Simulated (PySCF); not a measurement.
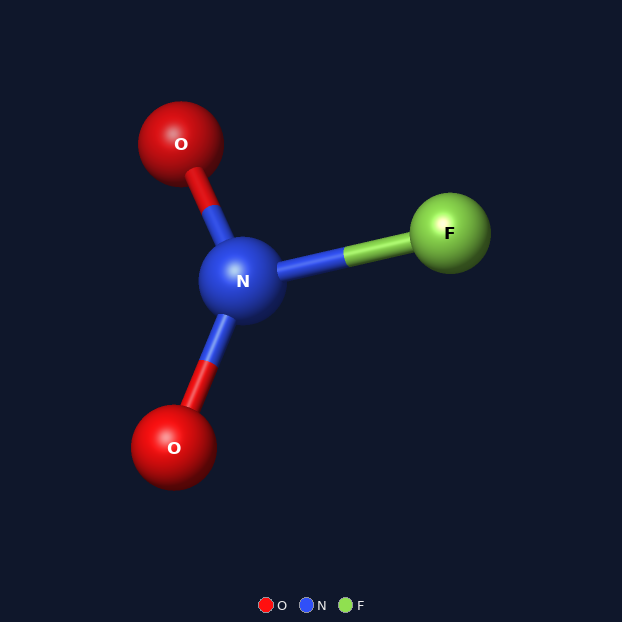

The picture shows a molecular structure as a ball-and-stick model.

Question: Give the formula.

Answer: NO2F, 4 atoms: 1 nitrogen, 2 oxygen and 1 fluorine.

Question: What is the point group of this geometry?

Answer: C2v.

Question: How many sets of symmetry-equivalent atoms are there?

Answer: 3: 2 O, 1 N, 1 F.

The parts below concern this one geometry. Atoms keep their numbers from picture to picture. Computed geometry: PBE0-D3(BJ)/def2-SVP optimisation. No frequency run is at hand to confirm it as a minimum.

**Geometry**

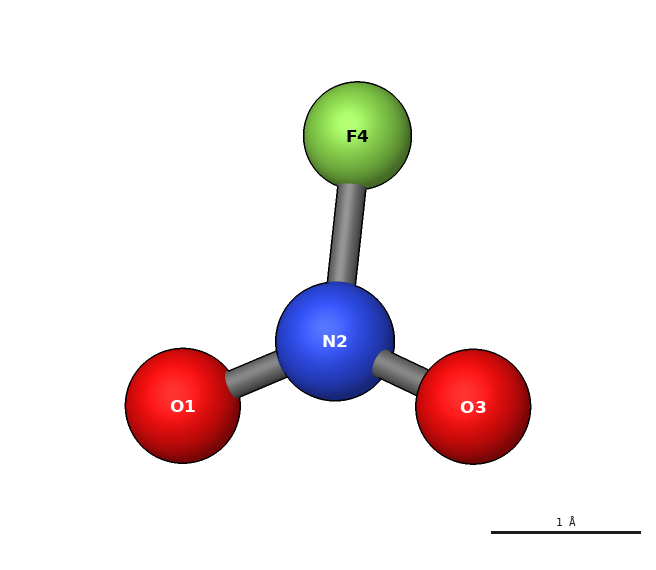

No frequency run is at hand to confirm it as a minimum.

List the bonds and their lengths.

| bond | length (Å) | order |
| --- | --- | --- |
| O1–N2 | 1.172 | delocalised |
| N2–O3 | 1.172 | delocalised |
| N2–F4 | 1.428 | single |

**NMR shielding**

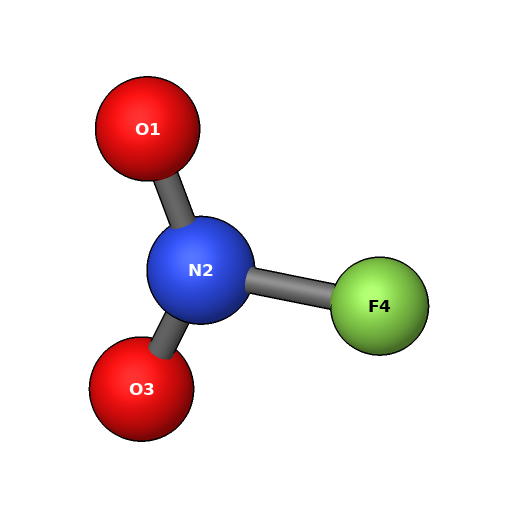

No frequency run is at hand to confirm it as a minimum. Properties computed with GIAO KT3/pcSseg-2 NMR shielding, non-relativistic, gas phase (PySCF 2.14.0). Principal shieldings σ11 ≤ σ22 ≤ σ33, span Ω = σ33 − σ11, skew κ = 3(σiso − σ22)/Ω.

Give the shielding tensors of the N atoms.

| atom | σ11 | σ22 | σ33 | σiso | Ω | κ |
| --- | --- | --- | --- | --- | --- | --- |
| N2 | −218.5 | −78.1 | 137.7 | −53.0 | 356.2 | 0.21 |

Shieldings and span in ppm.

**Levels of theory compared**

No frequency run is at hand to confirm it as a minimum. Program: PySCF 2.14.0.

Compare lowest singlet excitation (eV), HOMO–LUMO gap (eV), HOMO energy (eV) at these levels: PBE0/6-31+G*; PBE0/aug-cc-pVDZ; PBE0/aug-cc-pVTZ; PBE0/def2-SVP; PBE0/def2-SVPD; PBE0/def2-TZVP; PBE0/def2-TZVPD.

| level | lowest singlet excitation (eV) | HOMO–LUMO gap (eV) | HOMO energy (eV) |
| --- | --- | --- | --- |
| PBE0/6-31+G* | 5.18 | 7.75 | −10.48 |
| PBE0/aug-cc-pVDZ | 5.18 | 7.75 | −10.42 |
| PBE0/aug-cc-pVTZ | 5.22 | 7.80 | −10.43 |
| PBE0/def2-SVP | 5.21 | 7.81 | −10.23 |
| PBE0/def2-SVPD | 5.16 | 7.73 | −10.58 |
| PBE0/def2-TZVP | 5.23 | 7.84 | −10.38 |
| PBE0/def2-TZVPD | 5.21 | 7.79 | −10.43 |

**Polarisability**

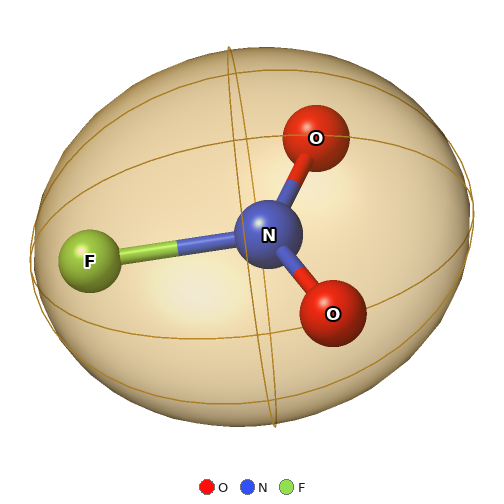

The ellipsoid shows the static dipole polarisability: its half-axes are proportional to the principal values. No frequency run is at hand to confirm it as a minimum. Method: PBE0/def2-TZVPD (PySCF 2.14.0).

Question: Give the principal values, the mean and the anisotropy.

Answer: Principal values 13.8, 24.3, 27.8 bohr³; mean 22.0 bohr³ (3.25 Å³); anisotropy 12.5 bohr³, so the longest axis is 2.00 times the shortest.
